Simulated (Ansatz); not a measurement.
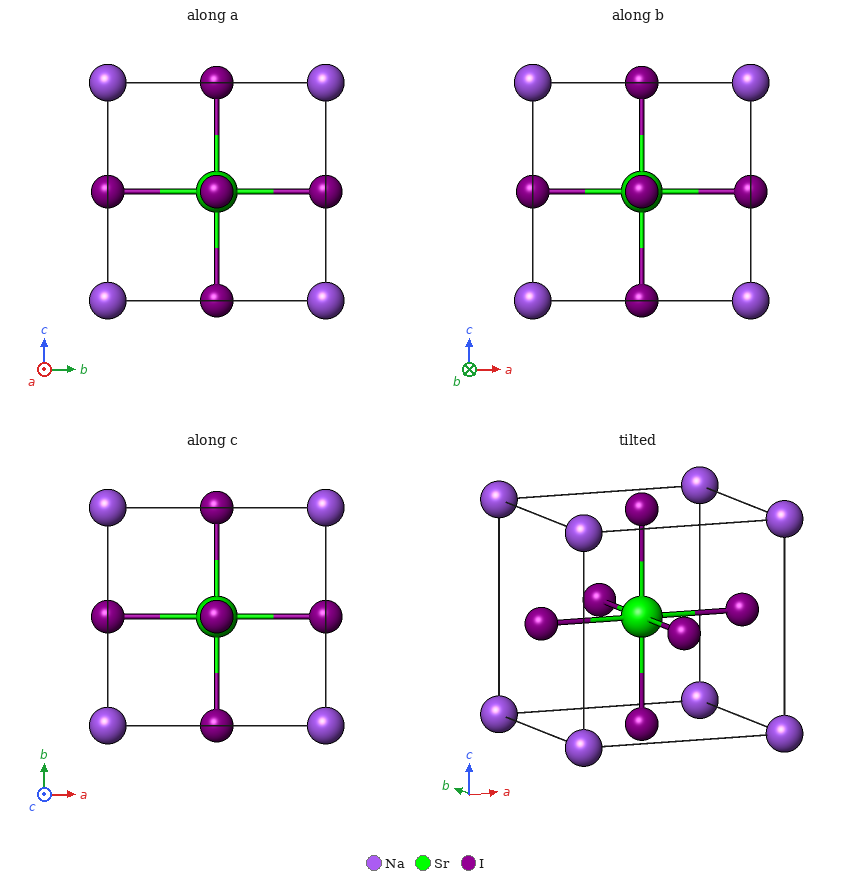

Drawn in the ball-and-stick manner and seen along the a axis, along the b axis, along the c axis and slightly off an axis. The wireframe shows the conventional unit cell.

Lattice parameters: a = 6.398 Å, b = 6.398 Å, c = 6.398 Å, α = 90.00°, β = 90.00°, γ = 90.00°.

**Write down what is shown as a table of Wyckoff sites.**

Space group Pm-3m (No. 221).
```json
{"atom": "Na", "site": "1a", "x": "0.0000", "y": "0.0000", "z": "0.0000"}
{"atom": "Sr", "site": "1b", "x": "0.5000", "y": "0.5000", "z": "0.5000"}
{"atom": "I", "site": "3c", "x": "0.5000", "y": "0.5000", "z": "0.0000"}
```

Provenance: a structure type filled with these elements by a generator (whether the compound takes this form wasn't checked). Earlier steps of the study may have refined or changed the cell and positions. Ansatz was used for an electronic-structure calculation on it.
